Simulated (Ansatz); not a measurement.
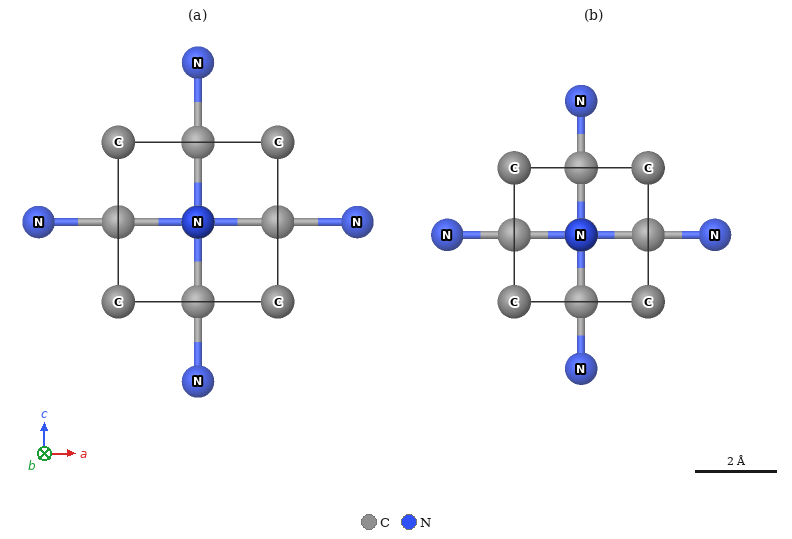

The structure of solid C₄N (a generated structure, set up in Pm-3m) (coarse preliminary run) before (left) and after (right) a relaxation, at one scale.

The picture is a ball-and-stick view of the cell of the calculation, seen along the b axis.

Computed with DFT PBE, scalar-relativistic, plane waves, PAW in Ansatz.

Input
```yaml
crystal:
  lattice:
    - [3.96888008, 0.0, 0.0]
    - [0.0, 3.96888008, 0.0]
    - [0.0, 0.0, 3.96888008]
  atoms:
    - { symbol: C, position: [0.0, 0.0, 0.0] }
    - { symbol: C, position: [0.5, 0.5, 0.0] }
    - { symbol: C, position: [0.5, 0.0, 0.5] }
    - { symbol: C, position: [0.0, 0.5, 0.5] }
    - { symbol: "N", position: [0.5, 0.5, 0.5] }
basis:
  ecutwfc: 420
kpoints:
  mp_grid: { grid: [4, 4, 4] }
hamiltonian:
  xc: pbe
scf:
  occupations: { method: gaussian, width: 0.1 }
  lower_state_search: "off"
output:
  forces: true
  stress: true
  eigenvalues: true
relax:
  adjacent_minimum: "off"
  f_tol: 0.04
  max_steps: 70
  cell: { stress_tol: 0.4 }
```

Launched with:
```bash
ansatz run input.yaml --threads 1 --pin off --max-ram 2560MiB --backend cpu --events-out ev --progress --plain --runs-dir out
```

Describe what moved and what it gained.

Answer. After 4 accepted moves (5 points after the start) the energy has fallen by 705 meV per atom. All forces vanish by symmetry, so only the cell relaxes. Pressure: −27.46 GPa at the start and −0.38 GPa at the end. The SCF was repeated once at an unchanged geometry on a basis and grid sized afresh for the cell, which shifted the energy by 3.1 meV per atom at most. No atom moves by more than 0.005 Å relative to the cell. The volume changes by −40.9 %, with a = b = c 3.969 → 3.331 Å (−16.1 %). Near-neighbour distances that change, for instance: C2–N5 1.984 → 1.666 Å. The space group stays Pm-3m (No. 221). Cost: 3.7 s on 1 thread of Intel(R) Xeon(R) Platinum 8488C (Sapphire Rapids), on a shared host, peak memory 0.35 GiB.

Limits of the set-up: the k-point mesh is coarse for a cell with partly filled bands.
